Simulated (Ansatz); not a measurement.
# LaInO3 (Pnma): spin-orbit coupling beyond the local functionals

Aim: the spin-orbit change of the gap of LaInO3 (Pnma).

Calculated with Ansatz 0.2.0; density functionals with and without spin-orbit coupling, plane waves, PAW.

**What was measured.**

- Gap 4.52 eV: optical gap, weak absorption onset, E parallel [100]; optical absorption spectroscopy, alpha squared extrapolation; 5 K; bulk crystal (single crystal wafer grown by vertical gradient freeze, 80 um thick) (“Fingerprints of optical absorption in the perovskite LaInO3: Insight from many-body theory and experiment”, 2021, arxiv:2101.04376).

- Gap 4.46 eV: optical gap, weak absorption onset, E parallel [001]; optical absorption spectroscopy, alpha squared extrapolation; 5 K; bulk crystal (single crystal wafer grown by vertical gradient freeze, 80 um thick) (“Fingerprints of optical absorption in the perovskite LaInO3: Insight from many-body theory and experiment”, 2021, arxiv:2101.04376).

- Gap 4.39 eV: optical gap, weak absorption onset, E parallel [100]; optical absorption spectroscopy, alpha squared extrapolation; 300 K; bulk crystal (single crystal wafer grown by vertical gradient freeze, 80 um thick) (“Fingerprints of optical absorption in the perovskite LaInO3: Insight from many-body theory and experiment”, 2021, arxiv:2101.04376).

- Gap 4.13 eV: main direct optical gap; bulk crystal (single crystal grown by optical floating zone) (“Transparent perovskite barium stannate with high electron mobility and thermal stability”, 2017, arxiv:1707.09778).

- Gap 4.35 eV: optical gap, weak absorption onset, E parallel [001]; optical absorption spectroscopy, alpha squared extrapolation; 300 K; bulk crystal (single crystal wafer grown by vertical gradient freeze, 80 um thick) (“Fingerprints of optical absorption in the perovskite LaInO3: Insight from many-body theory and experiment”, 2021, arxiv:2101.04376).

Most raw output is cut from this account.

### Step 1. The structure

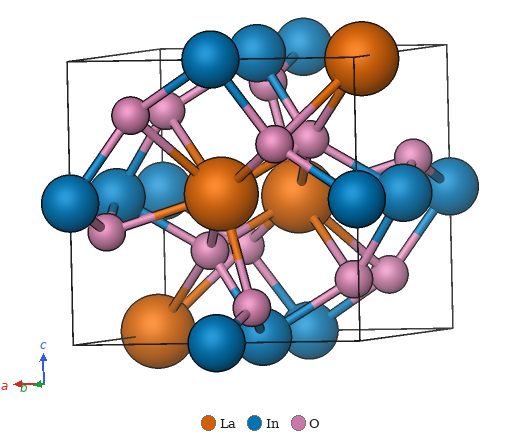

The starting structure, seen from a free direction (lanthanum orange, indium blue, oxygen pink). Some periodic images of atoms are drawn too.

Geometry: measured cell, ions relaxed with r2SCAN. The runs that relaxed it are not among those shown. Spin-orbit coupling is left out unless a step names it. The default PAW set here is soft_2. Its files were made with PBE.

### Step 2. HSE06, 2×2×2 mesh

This step: DFT, HSE06, plane waves, PAW.

Input file input.yaml:

```yaml
crystal:
  lattice:
    - [5.9404, 0.0, 0.0]
    - [0.0, 8.2158, 0.0]
    - [0.0, 0.0, 5.7229]
  atoms:
    - { symbol: La, position: [0.9463878522, 0.25, 0.0153056097] }
    - { symbol: La, position: [0.5536121478, 0.75, 0.5153056097] }
    - { symbol: La, position: [0.4463878522, 0.25, 0.4846943903] }
    - { symbol: La, position: [0.0536121478, 0.75, 0.9846943903] }
    - { symbol: In, position: [0.0, 0.0, 0.5] }
    - { symbol: In, position: [0.5, 0.0, 0.0] }
    - { symbol: In, position: [0.5, 0.5, 0.0] }
    - { symbol: In, position: [0.0, 0.5, 0.5] }
    - { symbol: O, position: [0.0443817441, 0.25, 0.6126999622] }
    - { symbol: O, position: [0.4556182559, 0.75, 0.1126999622] }
    - { symbol: O, position: [0.5443817441, 0.25, 0.8873000378] }
    - { symbol: O, position: [0.9556182559, 0.75, 0.3873000378] }
    - { symbol: O, position: [0.1980525852, 0.0593550042, 0.1955759518] }
    - { symbol: O, position: [0.3019474148, 0.9406449958, 0.6955759518] }
    - { symbol: O, position: [0.6980525852, 0.4406449958, 0.3044240482] }
    - { symbol: O, position: [0.8019474148, 0.5593550042, 0.8044240482] }
    - { symbol: O, position: [0.8019474148, 0.9406449958, 0.8044240482] }
    - { symbol: O, position: [0.6980525852, 0.0593550042, 0.3044240482] }
    - { symbol: O, position: [0.3019474148, 0.5593550042, 0.6955759518] }
    - { symbol: O, position: [0.1980525852, 0.4406449958, 0.1955759518] }
kpoints:
  mp_grid: { grid: [2, 2, 2] }
  band_path:
    path:
      - [0.0, 0.0, 0.0]
      - [0.5, 0.0, 0.0]
      - [0.5, 0.5, 0.0]
      - [0.0, 0.5, 0.0]
      - [0.0, 0.0, 0.5]
      - [0.5, 0.0, 0.5]
      - [0.5, 0.5, 0.5]
      - [0.0, 0.5, 0.5]
    npoints: 1
hamiltonian:
  xc: hse06
scf:
  occupations: { method: fixed }
  n_extra_bands: 10
output:
  eigenvalues: true
```

Run with:

```bash
ansatz run input.yaml --threads 24 --pin off --max-ram 82944MiB --backend cuda --events-out ev --progress --plain --runs-dir out --devices 1 --max-vram 78GiB
```

The job ended after 14 s (1 × NVIDIA GB200 (shared by 2 runs) with 24 threads of Arm Neoverse V2, shared host; peak memory 1.8 GiB; 86 s of CPU time).

Numbers from this step:

* gap: 4.380 eV
* valence top at: Γ
* conduction bottom at: Γ
* least direct gap: 4.380 eV
* exact-exchange fraction: 0.25

The gap is direct, at Γ.

### Step 3. HSE06+SOC, 2×2×2 mesh

The many-body steps leave out spin-orbit coupling, so its effect is taken from a two-component run, with twice the bands.

This step: DFT, HSE06 with spin-orbit coupling, plane waves, PAW.

input.yaml, as its differences from that of step 2:

```diff
@@ -43,3 +43,6 @@
   occupations: { method: fixed }
-  n_extra_bands: 10
+  n_extra_bands: 20
+magnetization:
+  noncollinear: true
+  spin_orbit: true
 output:
```

Run time: 52 s. Hardware: 1 × NVIDIA GB200 (shared by 2 runs) with 24 threads; peak memory 3.8 GiB.

This step gave:

| Item | Value |
| --- | --- |
| gap | 4.377 eV |
| valence top at | Γ |
| conduction bottom at | Γ |
| least direct gap | 4.377 eV |
| exact-exchange fraction | 0.25 |

The gap is that of HSE06.

### Step 4. Together

Times are wall times on 1 × NVIDIA GB200 (shared by 2 runs) with 24 threads of Arm Neoverse V2, shared host, good to a factor of about two.

```
level  gap (eV)  with coupling (eV)  change (eV)  time  with coupling
HSE06      4.38                4.38       −0.002  14 s           52 s
```

### Step 5. What came out

```json
{"HSE06": "4.38 eV", "HSE06+SOC": "4.38 eV"}
```

**Reading.** Spin-orbit coupling changes the gap by −0.002 eV and the least direct gap by −0.002 eV. Against experiment, by HSE06+SOC: the gap of 4.38 eV lies −0.14 eV from the measured 4.52 eV (optical, 5 K, 2021); the gap of 4.38 eV lies −0.08 eV from the measured 4.46 eV (optical, 5 K, 2021); the gap of 4.38 eV lies −0.01 eV from the measured 4.39 eV (optical, 300 K, 2021); the direct gap of 4.38 eV lies +0.25 eV from the measured 4.13 eV (direct, 2017); the gap of 4.38 eV lies +0.03 eV from the measured 4.35 eV (optical, 300 K, 2021). An exciton line or allowed optical edge lies below the quasiparticle gap by the binding energy; a forbidden edge can push the onset above it. The lattice is static and excitons are left out.

[Paths, hosts, dates, memory and timing lines, banners, echoed tables and standing remarks are left out of the program output.]

[Logs are printed without paths, hosts, clocks, repeated set-up lines and the standing remarks that a program may print on its own settings, such as how far it seeks lower states.]

[Runs of the session that timed out or met a known fault of the program may be left out.]

[Cells called generated may have been cut or substituted from an entry of the Crystallography Open Database or the Materials Project.]

[Hosts, paths, dates, database ids (printed as entryN), source tags and the programs' standing remarks are cut or masked in the printed files.]
